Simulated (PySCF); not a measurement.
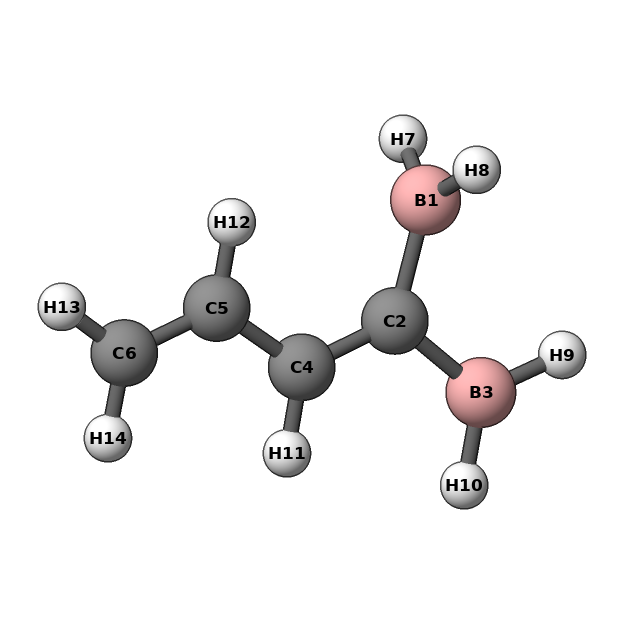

The computed structure is the end point of a GFN2-xTB optimisation. No frequency run is at hand to confirm it as a minimum. Method: GIAO PBE0/pcSseg-1 NMR shielding, non-relativistic, gas phase (PySCF 2.14.0). Principal shieldings σ11 ≤ σ22 ≤ σ33, span Ω = σ33 − σ11, skew κ = 3(σiso − σ22)/Ω.

> Which B atom has the most anisotropic shielding?

B1, with a span of 194 ppm.

Give the shielding tensors of the B atoms.

| atom | σ11 | σ22 | σ33 | σiso | Ω | κ |
| --- | --- | --- | --- | --- | --- | --- |
| B1 | −63.0 | −29.5 | 131.5 | 13.0 | 194.5 | 0.66 |
| B3 | −26.4 | −8.3 | 139.1 | 34.8 | 165.4 | 0.78 |

Shieldings and span in ppm.

The geometry is semi-empirical. Around B such bond lengths and angles can be off by a tenth of an ångström or more and by several degrees, and values that hang on the shape move with them.
